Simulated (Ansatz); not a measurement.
CH$_{6}$SSn: molecular dynamics

CH$_{6}$SSn (Sn(SMe)H3), computed with RKS BLYP-d3bjatm/def2-SVP (Ansatz 0.2.0).

The geometry comes from this level: r2SCAN-D4/def2-SVP. Figures and captions count atoms from 1; the log counts them from 0 in places.

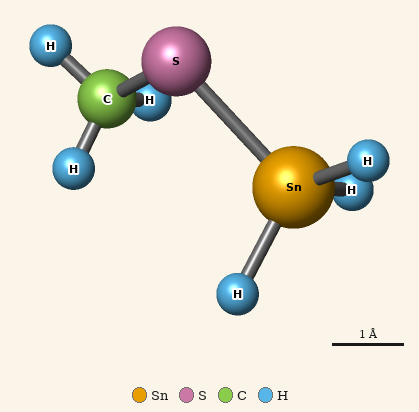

**Figure 1.** The input geometry (ball-and-stick view, seen at a tilt). Sticks mark near contacts. Bond lengths as drawn: C–H 1.10 Å, C–S 1.83 Å, H–Sn 1.71 to 1.72 Å and S–Sn 2.43 Å.

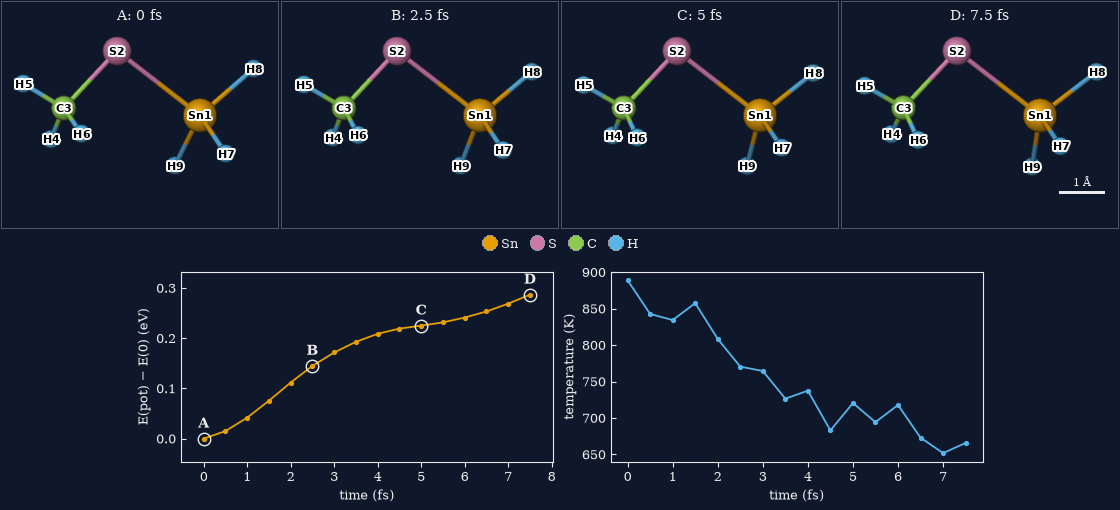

**Figure 2.** Frames of the molecular dynamics (ball-and-stick, seen at a tilt) above the curves, on which the letters mark them. The trajectory kept here has 16 frames over 7.5 fs. The temperature starts at 889 K, ranges from 652 to 889 K and averages 693 K over the second half. The potential energy ends 0.287 eV above its first value. After an unweighted best fit of the last frame on the first, the root-mean-square displacement is 0.19 Å, and H9 has moved furthest (0.37 Å).

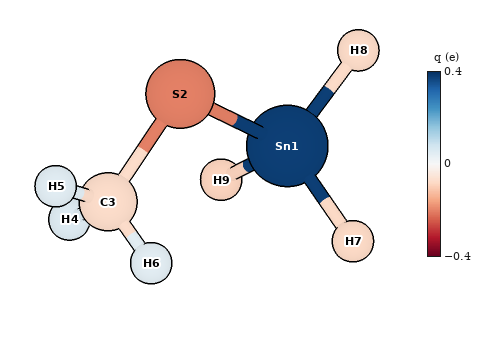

**Figure 3.** Mulliken charges, as the colour of each atom (ball-and-stick view, seen at a tilt; atoms are numbered from 1 in the order of the input). By element: Sn +0.38, S −0.20, C −0.07 and H −0.09 to +0.05 e.

The input that produced these results follows, with the program's output.

**The input**
```yaml
crystal:
  periodic: [false, false, false]
  atoms:
    - {symbol: Sn, position_ang: [-0.373653, 0.848710, -1.336158]}
    - {symbol: S, position_ang: [-0.449056, 0.805481, 1.087525]}
    - {symbol: C, position_ang: [0.354521, -0.812231, 1.393304]}
    - {symbol: H, position_ang: [-0.215582, -1.643240, 0.951451]}
    - {symbol: H, position_ang: [0.373926, -0.946218, 2.484279]}
    - {symbol: H, position_ang: [1.390359, -0.833534, 1.022695]}
    - {symbol: H, position_ang: [1.262090, 0.822385, -1.855798]}
    - {symbol: H, position_ang: [-1.154754, 2.293711, -1.804268]}
    - {symbol: H, position_ang: [-1.187851, -0.535074, -1.943029]}
basis:
  gaussian: {orbitals: def2-SVP}
hamiltonian: {xc: {name: BLYP}, dispersion: d3bjatm}
md: {timestep: 0.5 fs, n_steps: 15, ensemble: nvt_langevin, temperature: 1000, initial_velocities: maxwell_boltzmann, friction: 0.01, seed: 980}
scf: {omitted_lower_state_checks: [starts]}
```

Command:
```bash
ansatz run in.yaml --threads 4 --pin off --events-out ev --progress --plain --max-ram 3916MiB
```

**What the program printed**
```
Functional definition: BLYP
  name "BLYP"
  cite "Becke, Phys. Rev. A 38, 3098 (1988) doi:10.1103/PhysRevA.38.3098"
  cite "Lee, Yang & Parr, Phys. Rev. B 37, 785 (1988) doi:10.1103/PhysRevB.37.785"
  parameter beta = 0.0042
  parameter a = 0.04918
  parameter b = 0.132
  parameter c = 0.2533
  parameter d = 0.349
  exchange = b88_x(beta = beta)
  correlation = lyp_c(a = a, b = b, c = c, d = d)
these checks for a lower state are left out or cut short: starts
1002 factors; their error is unknown
mean field evaluation 1: about -17788.5235 eV, gradient 4.8e1 eV
mean field evaluation 2: about -17779.2480 eV, gradient 7.1e1 eV
mean field evaluation 4: about -17794.4569 eV, gradient 2.7e0 eV
mean field evaluation 8: about -17794.4500 eV, gradient 1.2e-1 eV
mean field evaluation 16: about -17794.4501 eV, gradient 2.9e-5 eV
mean field -17794.45007925 eV, -653.9339789010 hartree, gradient 2.9e-5 eV, S^2 0.000000; 0 other end points of the search recorded, 0 dependent functions left out
the calculation of the forces begins
reference -17794.45042898 eV, -653.9339917532 hartree; 25, 25 occupied and 63, 63 virtual orbitals, 1002 factors
md step     0: t =     0.00 fs  T =   888.9 K  F+E_penalty+E_count = -17794.87551680 eV  E_kin = 1.034080 eV  (24 SCF iters)
these checks for a lower state are left out or cut short: starts, cluster_reference, orbital_swaps, neighbouring_geometries, increment
1002 factors; their error is unknown
mean field -17794.43477006 eV, -653.9334162985 hartree, gradient 8.3e-6 eV, S^2 0.000000; 0 other end points of the search recorded, 0 dependent functions left out
[... from here on the field's lines of each further geometry are left out, up to the last ...]
md step     1: t =     0.50 fs  T =   842.7 K  F+E_penalty+E_count = -17794.86031133 eV  E_kin = 0.980379 eV  (27 SCF iters, 3 dispersion substeps)
md step     2: t =     1.00 fs  T =   834.4 K  F+E_penalty+E_count = -17794.83360583 eV  E_kin = 0.970690 eV  (27 SCF iters, 3 dispersion substeps)
md step     3: t =     1.50 fs  T =   857.6 K  F+E_penalty+E_count = -17794.79981006 eV  E_kin = 0.997694 eV  (27 SCF iters, 3 dispersion substeps)
md step     4: t =     2.00 fs  T =   808.5 K  F+E_penalty+E_count = -17794.76366786 eV  E_kin = 0.940531 eV  (28 SCF iters, 3 dispersion substeps)
md step     5: t =     2.50 fs  T =   770.5 K  F+E_penalty+E_count = -17794.73054747 eV  E_kin = 0.896327 eV  (28 SCF iters, 3 dispersion substeps)
md step     6: t =     3.00 fs  T =   764.5 K  F+E_penalty+E_count = -17794.70382118 eV  E_kin = 0.889425 eV  (27 SCF iters, 3 dispersion substeps)
md step     7: t =     3.50 fs  T =   726.6 K  F+E_penalty+E_count = -17794.68265526 eV  E_kin = 0.845307 eV  (27 SCF iters, 3 dispersion substeps)
md step     8: t =     4.00 fs  T =   737.5 K  F+E_penalty+E_count = -17794.66664511 eV  E_kin = 0.857997 eV  (27 SCF iters, 3 dispersion substeps)
md step     9: t =     4.50 fs  T =   683.0 K  F+E_penalty+E_count = -17794.65628915 eV  E_kin = 0.794574 eV  (27 SCF iters, 3 dispersion substeps)
md step    10: t =     5.00 fs  T =   720.6 K  F+E_penalty+E_count = -17794.65043626 eV  E_kin = 0.838257 eV  (27 SCF iters, 3 dispersion substeps)
md step    11: t =     5.50 fs  T =   694.4 K  F+E_penalty+E_count = -17794.64390915 eV  E_kin = 0.807777 eV  (27 SCF iters, 3 dispersion substeps)
md step    12: t =     6.00 fs  T =   717.9 K  F+E_penalty+E_count = -17794.63437567 eV  E_kin = 0.835201 eV  (27 SCF iters, 3 dispersion substeps)
md step    13: t =     6.50 fs  T =   673.0 K  F+E_penalty+E_count = -17794.62221214 eV  E_kin = 0.782966 eV  (27 SCF iters, 3 dispersion substeps)
md step    14: t =     7.00 fs  T =   651.9 K  F+E_penalty+E_count = -17794.60671250 eV  E_kin = 0.758422 eV  (27 SCF iters, 3 dispersion substeps)
the calculation of the forces begins
reference -17794.16945128 eV, -653.9236660134 hartree; 25, 25 occupied and 63, 63 virtual orbitals, 1002 factors
these checks for a lower state are left out or cut short: starts
1002 factors; their error is unknown
mean field -17794.16909728 eV, -653.9236530040 hartree, gradient 1.2e-5 eV, S^2 0.000000; 0 other end points of the search recorded, 0 dependent functions left out
the calculation of the forces begins
reference -17794.16945128 eV, -653.9236660134 hartree; 25, 25 occupied and 63, 63 virtual orbitals, 1002 factors
md step    15: t =     7.50 fs  T =   665.8 K  F+E_penalty+E_count = -17794.58884935 eV  E_kin = 0.774567 eV  (12 SCF iters, 3 dispersion substeps)
Total energy: -17794.58920336 eV, -653.9390916175 hartree
Atom 0 at    -0.380416     0.844832    -1.339346 Å, force     0.159390     0.206723    -0.936459 eV/Å
Atom 1 at    -0.392338     0.849705     1.091169 Å, force    -0.044719     0.395509     0.423138 eV/Å
Atom 2 at     0.259417    -0.832105     1.413478 Å, force     1.450145    -0.545033    -0.362025 eV/Å
Atom 3 at    -0.492296    -1.524061     1.033649 Å, force    -0.178561    -0.678396     0.217298 eV/Å
Atom 4 at     0.468673    -0.957014     2.490067 Å, force    -0.565804     0.092569     0.246670 eV/Å
Atom 5 at     1.278975    -1.124566     0.973961 Å, force    -0.923780     0.661646    -0.126717 eV/Å
Atom 6 at     1.376053     0.716397    -1.658131 Å, force    -0.636767    -0.073540    -0.169018 eV/Å
Atom 7 at    -1.097954     2.328767    -1.933944 Å, force     0.291848     0.056034     0.265554 eV/Å
Atom 8 at    -1.451836    -0.251114    -2.248858 Å, force     0.448248    -0.115513     0.441558 eV/Å
Dipole moment:     0.101275    -0.271921    -0.067597 e Å
Checks for a lower state left out: starts
```

**Trajectory as extended XYZ (Å, eV, eV/Å), 11 of the 16 frames kept, from step=0 to step=15**
```
9
Properties=species:S:1:pos:R:3:forces:R:3 step=0 time_fs=0.0 energy=-17794.87552 temperature=888.9
Sn   -0.3737    0.8487   -1.3362    0.0072  -0.0005  -0.1459
S    -0.4491    0.8055    1.0875   -0.2160   0.3963   0.3601
C     0.3545   -0.8122    1.3933    0.0756  -0.1523   0.0349
H    -0.2156   -1.6432    0.9515   -0.1002  -0.1878  -0.0963
H     0.3739   -0.9462    2.4843    0.0118  -0.0441   0.2402
H     1.3904   -0.8335    1.0227    0.2180  -0.0264  -0.0815
H     1.2621    0.8224   -1.8558    0.2576  -0.0050  -0.1036
H    -1.1548    2.2937   -1.8043   -0.1261   0.2363  -0.0901
H    -1.1879   -0.5351   -1.9430   -0.1279  -0.2165  -0.1177
9
Properties=species:S:1:pos:R:3:forces:R:3 step=2 time_fs=1.0 energy=-17794.83361 temperature=834.4
Sn   -0.3739    0.8477   -1.3365    0.0247  -0.3613   0.0233
S    -0.4408    0.8105    1.0883   -0.1662   0.4621   0.3821
C     0.3427   -0.8122    1.3955   -0.2439  -0.4727   0.2317
H    -0.2657   -1.6247    0.9453    0.1301  -0.0445   0.1875
H     0.4088   -0.9429    2.4919   -0.2505  -0.0520   0.0543
H     1.3722   -0.8831    1.0393    0.4806   0.0761  -0.4029
H     1.2570    0.8073   -1.8170    0.4381  -0.0300  -0.1921
H    -1.1373    2.2621   -1.8071   -0.3171   0.6826  -0.2023
H    -1.2238   -0.4987   -1.9771   -0.0959  -0.2602  -0.0817
9
Properties=species:S:1:pos:R:3:forces:R:3 step=3 time_fs=1.5 energy=-17794.79981 temperature=857.6
Sn   -0.3743    0.8472   -1.3364    0.0656  -0.5483   0.0926
S    -0.4368    0.8134    1.0893   -0.1422   0.4842   0.3844
C     0.3361   -0.8133    1.3968   -0.3321  -0.5470   0.2668
H    -0.2903   -1.6145    0.9442    0.2100  -0.0270   0.2917
H     0.4229   -0.9412    2.4936   -0.3622  -0.0616   0.0307
H     1.3626   -0.9068    1.0449    0.5578   0.1119  -0.5271
H     1.2577    0.7994   -1.7982    0.4810  -0.0442  -0.2212
H    -1.1284    2.2483   -1.8093   -0.4081   0.9026  -0.2595
H    -1.2434   -0.4802   -1.9942   -0.0698  -0.2706  -0.0583
9
Properties=species:S:1:pos:R:3:forces:R:3 step=4 time_fs=2.0 energy=-17794.76367 temperature=808.5
Sn   -0.3747    0.8466   -1.3364    0.1137  -0.7155   0.1353
S    -0.4327    0.8163    1.0902   -0.1215   0.5052   0.3865
C     0.3295   -0.8145    1.3982   -0.3677  -0.5843   0.3304
H    -0.3142   -1.6030    0.9449    0.2611  -0.0512   0.3616
H     0.4352   -0.9413    2.4956   -0.4635  -0.0578  -0.0091
H     1.3534   -0.9294    1.0494    0.6031   0.1406  -0.6311
H     1.2603    0.7920   -1.7805    0.4934  -0.0577  -0.2402
H    -1.1203    2.2367   -1.8142   -0.4816   1.0927  -0.3065
H    -1.2625   -0.4615   -2.0143   -0.0370  -0.2720  -0.0269
9
Properties=species:S:1:pos:R:3:forces:R:3 step=6 time_fs=3.0 energy=-17794.70382 temperature=764.5
Sn   -0.3756    0.8457   -1.3367    0.2135  -0.8831   0.1239
S    -0.4244    0.8222    1.0919   -0.0781   0.5292   0.3838
C     0.3172   -0.8175    1.4006   -0.2341  -0.6238   0.5206
H    -0.3584   -1.5794    0.9496    0.3185  -0.1490   0.4456
H     0.4547   -0.9442    2.5024   -0.6386  -0.0241  -0.1911
H     1.3401   -0.9731    1.0549    0.5045   0.2053  -0.7416
H     1.2715    0.7788   -1.7516    0.4155  -0.0793  -0.2458
H    -1.1053    2.2264   -1.8303   -0.5313   1.2928  -0.3406
H    -1.2970   -0.4227   -2.0601    0.0301  -0.2680   0.0451
9
Properties=species:S:1:pos:R:3:forces:R:3 step=8 time_fs=4.0 energy=-17794.66665 temperature=737.5
Sn   -0.3762    0.8452   -1.3371    0.2938  -0.8146   0.0135
S    -0.4163    0.8282    1.0924   -0.0430   0.5232   0.3919
C     0.3048   -0.8214    1.4027    0.1383  -0.6264   0.7221
H    -0.3986   -1.5597    0.9638    0.3066  -0.2808   0.4500
H     0.4700   -0.9477    2.5109   -0.7615   0.0326  -0.4332
H     1.3300   -1.0127    1.0504    0.1976   0.2812  -0.7231
H     1.2879    0.7655   -1.7300    0.2453  -0.0927  -0.2290
H    -1.0959    2.2288   -1.8523   -0.4583   1.2722  -0.2947
H    -1.3325   -0.3772   -2.1038    0.0812  -0.2948   0.1025
9
Properties=species:S:1:pos:R:3:forces:R:3 step=9 time_fs=4.5 energy=-17794.65629 temperature=683.0
Sn   -0.3766    0.8452   -1.3375    0.3025  -0.7090  -0.0813
S    -0.4126    0.8312    1.0924   -0.0293   0.5190   0.3968
C     0.2987   -0.8227    1.4040    0.4201  -0.6646   0.7234
H    -0.4161   -1.5509    0.9718    0.2782  -0.3423   0.4408
H     0.4747   -0.9504    2.5137   -0.7921   0.0640  -0.5126
H     1.3267   -1.0337    1.0432   -0.0560   0.3519  -0.6445
H     1.2982    0.7599   -1.7185    0.1387  -0.0959  -0.2195
H    -1.0946    2.2351   -1.8646   -0.3775   1.1732  -0.2396
H    -1.3495   -0.3554   -2.1258    0.1156  -0.2963   0.1366
9
Properties=species:S:1:pos:R:3:forces:R:3 step=10 time_fs=5.0 energy=-17794.65044 temperature=720.6
Sn   -0.3770    0.8453   -1.3379    0.3139  -0.5870  -0.2034
S    -0.4092    0.8340    1.0924   -0.0266   0.5125   0.3995
C     0.2922   -0.8238    1.4056    0.7192  -0.7082   0.6244
H    -0.4312   -1.5443    0.9802    0.2337  -0.3939   0.4261
H     0.4768   -0.9521    2.5141   -0.7935   0.0837  -0.5191
H     1.3233   -1.0530    1.0325   -0.3292   0.4320  -0.5303
H     1.3116    0.7556   -1.7059   -0.0002  -0.0978  -0.2066
H    -1.0927    2.2455   -1.8762   -0.2815   1.0357  -0.1717
H    -1.3664   -0.3353   -2.1488    0.1644  -0.2770   0.1813
9
Properties=species:S:1:pos:R:3:forces:R:3 step=12 time_fs=6.0 energy=-17794.63438 temperature=717.9
Sn   -0.3781    0.8455   -1.3385    0.3083  -0.2790  -0.4906
S    -0.4024    0.8399    1.0922   -0.0310   0.4868   0.4077
C     0.2788   -0.8267    1.4093    1.2964  -0.6395   0.3759
H    -0.4559   -1.5310    1.0015    0.0189  -0.5920   0.3153
H     0.4778   -0.9552    2.5103   -0.7531   0.1089  -0.3911
H     1.3130   -1.0847    1.0092   -0.7566   0.5618  -0.3134
H     1.3414    0.7405   -1.6849   -0.3080  -0.0921  -0.1791
H    -1.0904    2.2757   -1.8986   -0.0498   0.6659  -0.0029
H    -1.4037   -0.2964   -2.1906    0.2750  -0.2208   0.2783
9
Properties=species:S:1:pos:R:3:forces:R:3 step=14 time_fs=7.0 energy=-17794.60671 temperature=651.9
Sn   -0.3796    0.8451   -1.3391    0.2284   0.0596  -0.7989
S    -0.3955    0.8464    1.0915   -0.0392   0.4293   0.4181
C     0.2658   -0.8304    1.4124    1.5253  -0.5379  -0.0879
H    -0.4794   -1.5239    1.0229   -0.1550  -0.7042   0.2258
H     0.4728   -0.9564    2.4975   -0.6424   0.0999   0.0076
H     1.2940   -1.1113    0.9863   -0.9395   0.6388  -0.1684
H     1.3670    0.7234   -1.6675   -0.5572  -0.0772  -0.1653
H    -1.0952    2.3116   -1.9219    0.1903   0.2415   0.1824
H    -1.4358   -0.2653   -2.2306    0.3894  -0.1498   0.3867
9
Properties=species:S:1:pos:R:3:forces:R:3 step=15 time_fs=7.5 energy=-17794.58885 temperature=665.8
Sn   -0.3804    0.8448   -1.3393    0.1594   0.2067  -0.9365
S    -0.3923    0.8497    1.0912   -0.0447   0.3955   0.4231
C     0.2594   -0.8321    1.4135    1.4501  -0.5450  -0.3620
H    -0.4923   -1.5241    1.0336   -0.1786  -0.6784   0.2173
H     0.4687   -0.9570    2.4901   -0.5658   0.0926   0.2467
H     1.2790   -1.1246    0.9740   -0.9238   0.6616  -0.1267
H     1.3761    0.7164   -1.6581   -0.6368  -0.0735  -0.1690
H    -1.0980    2.3288   -1.9339    0.2918   0.0560   0.2656
H    -1.4518   -0.2511   -2.2489    0.4482  -0.1155   0.4416
```

**Summary**

| quantity | value |
| --- | --- |
| outcome | finished |
| mean temperature over the second half | 693 K |
| trajectory | 15 steps, 7.5 fs |
| ensemble | nvt_langevin |
| temperature in the input | 1000 K |
| time step | 0.5 fs |
| potential energy (last step) | −17794.5892 eV |
| mean-field energy (last step) | −17794.1695 eV |
| dispersion energy (last step) | −0.4198 eV |
| SCF solution under orbital rotations (last step) | stable |
| largest force (length of the vector) (last step) | 1.591 eV/Å |
| dipole moment (last step) | 1.43 D |
| hardware | 4 threads of Intel Xeon @ 2.50GHz, 11 GiB of memory available, shared host |
| wall time | 16 s (CPU time 55 s) |
| peak memory | 0.16 GiB |

**Remarks**

So short a trajectory is not equilibrated. The logged temperature at the start can lie below the typed one, since it is counted over all degrees of freedom. The temperature stays far from the 1000 K of the thermostat over the second half: the run isn't equilibrated.
